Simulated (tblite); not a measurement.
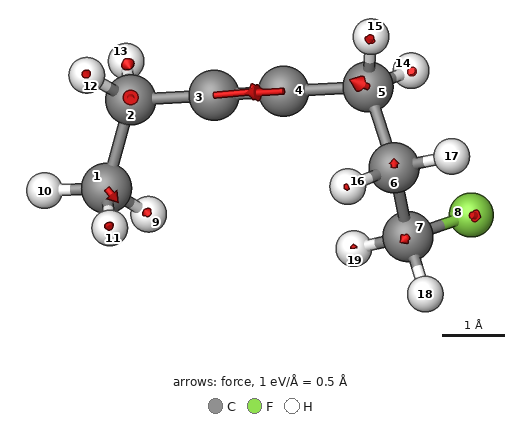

Starting geometry of C$_{7}$H$_{11}$F with the computed forces as red arrows. A ball-and-stick model, seen at a tilt.

Theory: tblite 0.8.0, GFN2-xTB geometry optimisation, gas phase. 

Is this structure relaxed? If not, where do the atoms go?

It isn't relaxed: the largest force vector, on C3, is 1.86 eV/Å. The final displacements have little in common with the starting forces (cosine between the two patterns 0.09). Over 71 geometry steps the energy falls by 1.53 kcal/mol. H18 moves most after the best rigid fit: 0.25 Å. By element the largest moves are H 0.25 Å, C 0.13 Å, F 0.12 Å. Among the contacts that change: C2–H13 1.114 → 1.094 Å, C3–C4 1.217 → 1.199 Å, C7–F8 1.362 → 1.376 Å, C4–C5 1.465 → 1.451 Å.
